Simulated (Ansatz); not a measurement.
InHF (SMILES [F][InH]): methods side by side

InHF has 3 atoms, charge 0, and is taken as a doublet. SMILES: `[F][InH]`. Geometry: relaxed at PBE0-D4/def2-TZVP.

| atom | x (Å) | y (Å) | z (Å) |
| --- | --- | --- | --- |
| F | 1.0884 | 0.9895 | 0.6943 |
| In | -0.5225 | 0.3551 | -0.2448 |
| H | -0.5769 | -1.4094 | -0.4628 |

Each level gives the energy change with the F1–In2 bond stretched from 1.970 to 3.939 Å (eV). The values are calculated.

```
          level                   kind  program  value (eV)  less FCI/STO-3G  CPU time (all runs)
     UHF/STO-3G           Hartree–Fock   Ansatz        1.96            -0.59                3.5 s
  UBHLYP/STO-3G          global hybrid   Ansatz        3.28            +0.73                 12 s
 UB2PLYP/STO-3G          double hybrid   Ansatz        3.40            +0.85                 14 s
 RPA@PBE/STO-3G                    RPA   Ansatz        2.21            -0.34                 20 s
    UMP2/STO-3G    perturbation theory   Ansatz        2.46            -0.09                4.8 s
UBCCD(T)/STO-3G  coupled cluster or CI   Ansatz        2.51            -0.04                5.9 s
UCCSD(T)/STO-3G  coupled cluster or CI   Ansatz        2.51            -0.04                5.6 s
     FCI/STO-3G     exact in the basis   Ansatz        2.55             0.00                7.9 s
```

FCI/STO-3G is exact within its basis and frozen core, so for wave-function methods in that basis the difference is their error; functionals converge differently with the basis, so for them it is only a difference. All-electron rows without a relativistic Hamiltonian named are non-relativistic. The first shape isn't each level's own minimum. The values span 1.96 to 3.40 eV. All rows use very small basis sets, so none should be taken for the real molecule's value. In the correlated wave-function rows the outer d shell of In is correlated, in sets not made for it. In so small a basis fixed costs decide the times, and correlated methods can beat functionals. Times are those of the runs behind each value, whatever else they computed, on shared processors of several kinds: orders of magnitude only.

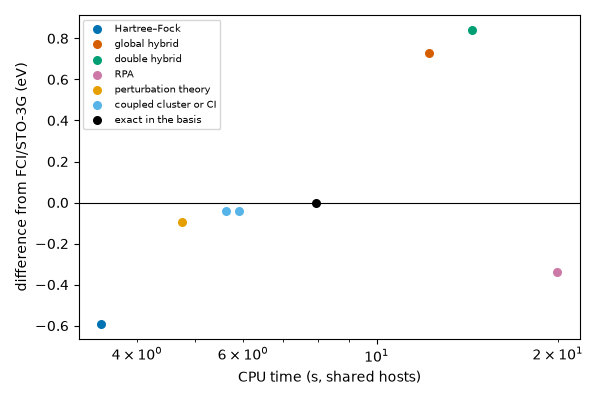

Difference from FCI/STO-3G against processor time, one point a level.
